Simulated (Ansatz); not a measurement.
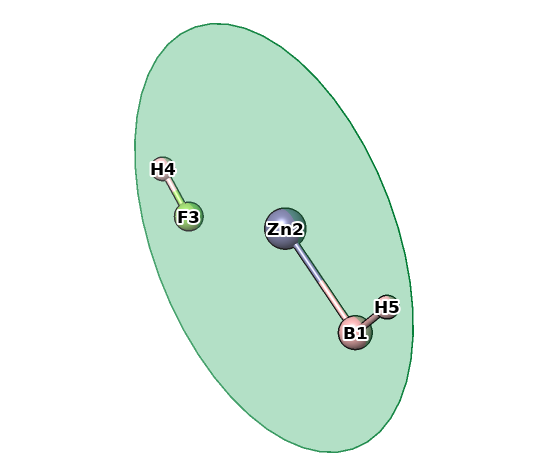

A disc through the centre of mass is drawn in. Distant atoms are faded towards the background colour. Computed geometry: PBE0-D4/def2-TZVP optimisation. No frequency run is at hand to confirm it as a minimum.

Q: Is the plane of the disc a mirror plane of the structure?

A: Yes. The reflection leaves B1, Zn2, F3, H4, H5 in place. The point group is Cs.
